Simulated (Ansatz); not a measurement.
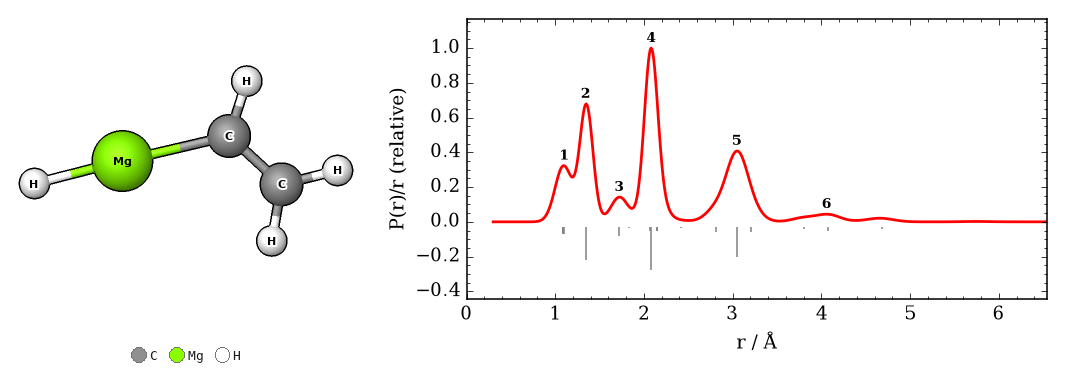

Simulated gas electron diffraction: radial distribution curve of C₂H₄Mg. Each pair of atoms contributes with weight ZᵢZⱼ/r (bars below the curve); damping constant 0.0015 Å²; vibrational amplitudes assumed, not computed: 0.05 Å for bonds, 0.078 Å for bonds to H, 0.06 + 0.015 r up to 0.15 Å for other pairs. The geometry is the end point of an optimisation (RKS B3LYP/6-31G in Ansatz); it may be a saddle point or a higher isomer.

### Assign the numbered peaks of the radial distribution curve (– bonded, ··· not bonded).

Peak 1, 1.10 Å: C–H 1.09–1.10 Å (×3)
Peak 2, 1.35 Å: C–C 1.35 Å
Peak 3, 1.73 Å: Mg–H 1.72 Å
Peak 4, 2.08 Å: C···H 2.07–2.15 Å (×3), Mg–C 2.08 Å, not resolved
Peak 5, 3.05 Å: Mg···H 2.81–3.21 Å (×2), Mg···C 3.05 Å, not resolved
Peak 6, 4.06 Å: C···H 3.80 Å, Mg···H 4.08 Å, not resolved
